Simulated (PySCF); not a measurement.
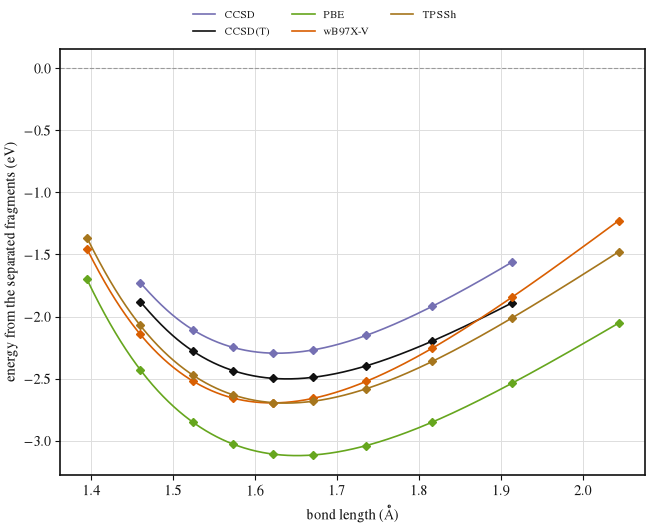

Bond curves of ClF, singlet, def2-TZVPPD (non-relativistic), PySCF: energy from the separated fragments (atoms in their ground configurations, no counterpoise). One reference determinant with the occupation held, the lowest that a PBE0 search over spins and occupations found; no spin-orbit coupling. Splines pass through the computed points, which are marked. References: UKS for PBE, TPSSh and wB97X-V; RHF for CCSD and CCSD(T). With PBE, TPSSh and wB97X-V the solution stays closed-shell at all points drawn; such a solution can't reach the open-shell fragments at long range.

Order the curves at 1.91 Å.

Answer. PBE −2.54, TPSSh −2.01, CCSD(T) −1.89, wB97X-V −1.84, CCSD −1.56 eV, from lowest to highest.

Where is the minimum of each curve?

Answer. CCSD: near 1.63 Å, −2.30 eV; CCSD(T): near 1.64 Å, −2.50 eV; PBE: near 1.65 Å, −3.12 eV; wB97X-V: near 1.62 Å, −2.70 eV; TPSSh: near 1.64 Å, −2.70 eV (from the spline).
